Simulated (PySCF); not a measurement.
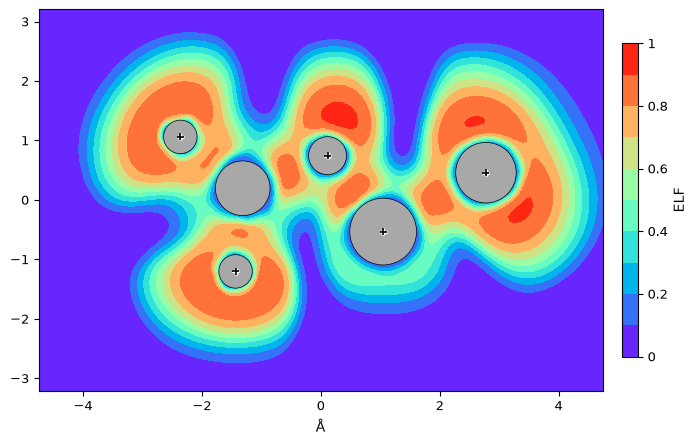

The electron localisation function on a plane through atoms (crosses mark nuclei in the plane; grey discs cover the cores).

The calculation used PBE0/pcSseg-1, SCF density, gas phase, non-relativistic in PySCF 2.14.0.

Candidates:
A. C5H8F3OP
B. C6H13N3Si (SMILES CCCn1nnc(C)c1[SiH3])
C. Cl2NO4S2 (SMILES O=S(=O)(Cl)[N-]S(=O)(=O)Cl) (charge −1)

Q: Which system is this?

A: Candidate C: Cl2NO4S2 on the plane of atoms Cl4, S2 and N5, which holds S, Cl, N and O. S–N (1.58 Å): the ELF peaks at about 0.90 between the atoms: localised, covalent bonding. S–Cl (1.99 Å): the ELF peaks at about 0.85 between the atoms, as expected for a covalent bond.
